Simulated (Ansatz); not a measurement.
# wB97M-V/cc-pVDZ run of GaNH2F2 (SMILES [NH2][Ga]([F])[F])

Aim: the energy change on altering one bond length of GaNH2F2 at wB97M-V/cc-pVDZ, from 2 runs. 

Program for the calculation: Ansatz 0.2.0.

62 further runs of the same task are left out: 1 that didn't finish, 61 set aside as unsound or not needed.

## (1) The system as given

GaNH2F2: 6 atoms, total charge 0, spin state singlet. As SMILES, `[NH2][Ga]([F])[F]`. Geometry: relaxed at PBE0-D4/def2-TZVP.

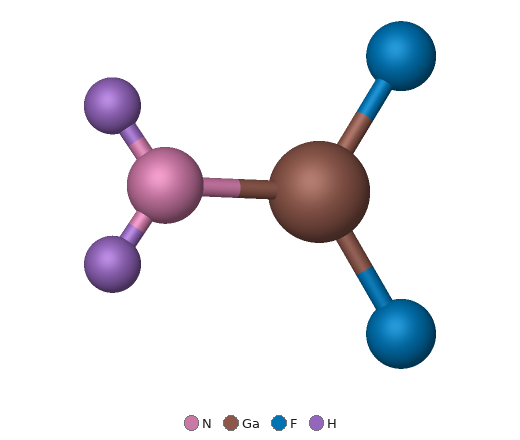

Viewed from a chosen angle; nitrogen pink, gallium brown, fluorine blue, hydrogen purple.

## (2) A single-point energy at wB97M-V/cc-pVDZ

File run.yaml:

```yaml
basis:
  gaussian:
    orbitals: cc-pVDZ
crystal:
  periodic: [false, false, false]
  atoms:
    - {symbol: N, position_ang: [-0.297500, 0.963700, -0.172700]}
    - {symbol: Ga, position_ang: [0.284200, -0.715300, 0.042000]}
    - {symbol: F, position_ang: [1.685000, -1.101600, 0.997700]}
    - {symbol: F, position_ang: [-0.455300, -2.067700, -0.763400]}
    - {symbol: H, position_ang: [0.025100, 1.704800, 0.425700]}
    - {symbol: H, position_ang: [-1.199500, 1.152100, -0.575400]}
hamiltonian:
  xc: {name: wB97M-V}
accuracy: high
output: {orbitals: {seedname: orbitals}}
```

The run is started by

```bash
ansatz run run.yaml --threads 1 --pin off --max-ram 3480MiB --events-out events.jsonl --progress --plain --runs-dir runs
```

The log of the run:

```text
Warning: RAYON_NUM_THREADS=1 ignored (pool sized by the plan → 1); use --threads N
Functional definition: wB97M-V
  name "wB97M-V"
  parameter omega = 0.3/bohr
  parameter cx = 0.15
  parameter cx01 = 1.007
  parameter cx10 = 0.259
  parameter css00 = 0.443
  parameter css04 = -1.437
  parameter css10 = -4.535
  parameter css20 = -3.390
  parameter css43 = 4.278
  parameter cos00 = 1.000
  parameter cos10 = 1.358
  parameter cos20 = 2.924
  parameter cos21 = -8.812
  parameter cos60 = -1.390
  parameter cos61 = 9.142
  parameter b = 6.0
  parameter c = 0.01
  gx(w, u) = 1 - cx + cx01*u + cx10*w
  gss(w, u) = css00 + css04*u^4 + css10*w + css20*w^2 + css43*w^4*u^3
  gos(w, u) = cos00 + cos10*w + (cos20 + cos21*u)*w^2 + (cos60 + cos61*u)*w^6
  exchange = spin_sum(e_x_unif_sr(omega)*gx(b97_w, b97_u_x)) + cx*exact_x_sr(omega) + exact_x_lr(omega)
  correlation = spin_sum(e_c_pw_mod_same_spin*gss(b97_w, b97_u_same))
      + integral(e_c_pw_mod_opposite_spin*gos(b97_w_opposite, b97_u_opposite)) + vv10(b, c)
1729 factors; integrals over basis functions are off by at most 4.6e-9 eV
302 factors; integrals over basis functions are off by at most 2.1e-9 eV
mean field evaluation 1: about -59325.4511 eV, gradient 5.8e1 eV
mean field evaluation 2: about -59325.1453 eV, gradient 6.3e1 eV
mean field evaluation 4: about -59331.6258 eV, gradient 1.7e0 eV
mean field evaluation 8: about -59331.6934 eV, gradient 1.0e-1 eV
mean field evaluation 16: about -59331.6935 eV, gradient 7.9e-5 eV
mean field -59331.69347420 eV, -2180.3995187106 hartree, gradient 4.6e-8 eV, S^2 0.000000; 0 other end points of the search recorded, 0 dependent functions left out
reference -59331.69347930 eV, -2180.3995188982 hartree; 29, 29 occupied and 50, 50 virtual orbitals, 1729 factors
Total energy: -59331.69347930 eV, -2180.3995188982 hartree
```

It took 55 s on 1 thread of Arm Neoverse V2, shared host; peak memory 0.51 GiB.

## (3) The distorted shape at the same level

File job.yaml:

```yaml
crystal:
  periodic: [false, false, false]
  atoms:
    - {symbol: N, position_ang: [0.589879, 2.586542, 0.793757]}
    - {symbol: Ga, position_ang: [1.171579, 0.907542, 1.008457]}
    - {symbol: F, position_ang: [2.572379, 0.521242, 1.964157]}
    - {symbol: F, position_ang: [-0.455300, -2.067700, -0.763400]}
    - {symbol: H, position_ang: [0.912479, 3.327642, 1.392157]}
    - {symbol: H, position_ang: [-0.312121, 2.774942, 0.391057]}
basis:
  gaussian: {orbitals: cc-pVDZ}
hamiltonian: {xc: {name: wB97M-V}}
accuracy: high
output: {orbitals: {seedname: orbitals}}
```

The run is started by

```bash
ansatz run job.yaml --threads 1 --pin off --max-ram 3480MiB --events-out events.jsonl --progress --plain --runs-dir runs
```

The log of the run, shortened:

```text
Warning: RAYON_NUM_THREADS=1 ignored (pool sized by the plan → 1); use --threads N
[... 2 set-up lines as earlier in the session ...]
[...]
  gx(w, u) = 1 - cx + cx01*u + cx10*w
  gss(w, u) = css00 + css04*u^4 + css10*w + css20*w^2 + css43*w^4*u^3
  gos(w, u) = cos00 + cos10*w + (cos20 + cos21*u)*w^2 + (cos60 + cos61*u)*w^6
[...]
      + integral(e_c_pw_mod_opposite_spin*gos(b97_w_opposite, b97_u_opposite)) + vv10(b, c)
1643 factors; integrals over basis functions are off by at most 6.2e-9 eV
323 factors; integrals over basis functions are off by at most 2.3e-9 eV
[...]
mean field -59325.19964296 eV, -2180.1608748141 hartree, gradient 6.3e-8 eV, S^2 0.000000; 4 other end points of the search recorded, 0 dependent functions left out
reference -59325.19964789 eV, -2180.1608749954 hartree; 29, 29 occupied and 50, 50 virtual orbitals, 1643 factors
Total energy: -59325.19964789 eV, -2180.1608749954 hartree
```

It took 74 s on 1 thread of Arm Neoverse V2, shared host; peak memory 0.49 GiB.

## (4) Outcome

Level: wB97M-V/cc-pVDZ.

```
                                                          quantity           value
                                         first shape: total energy  -2180.39952 Eh
                                          first shape: HOMO energy       -10.47 eV
                                          first shape: LUMO energy         1.03 eV
                                        first shape: HOMO–LUMO gap        11.49 eV
                                     distorted shape: total energy  -2180.16087 Eh
                                      distorted shape: HOMO energy        -8.54 eV
                                      distorted shape: LUMO energy        -3.44 eV
                                    distorted shape: HOMO–LUMO gap         5.10 eV
energy change with the Ga2–F4 bond stretched from 1.739 to 3.826 Å        6.494 eV
```

With the Ga2–F4 bond stretched from 1.739 to 3.826 Å the energy rises by 6.49 eV (150 kcal/mol). The first shape isn't relaxed at this level, so the change isn't measured from a minimum.
